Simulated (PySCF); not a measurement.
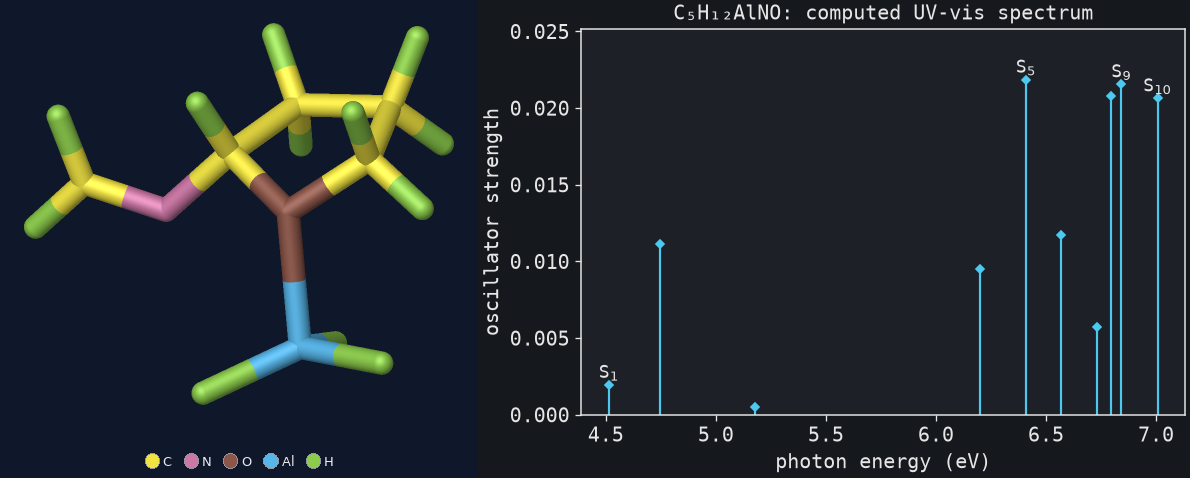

Computed absorption of C₅H₁₂AlNO, SMILES C=N[C@@H]1CCC[O+]1[AlH3-], singlet. Vertical TDDFT excitations, PBE0/def2-SVPD in PySCF 2.14.0, at a PBE0-D3(BJ)/def2-SVP geometry (no frequency check), gas phase. The lowest 10 singlet states are shown.

Which of the computed transitions is the brightest, and what character does the calculation give it?

Answer. S5 at 6.41 eV (193 nm), f = 0.022, mainly HOMO−1 → LUMO+1 (82 %).

Does any vertical transition fall in the visible?

Answer. No singlet lies below 3.1 eV (beyond 400 nm), so at this level no vertical transition falls in the visible.

Caveats: states above the negative HOMO energy depend on the basis; one conformer of a flexible molecule; core orbitals are frozen in the response.
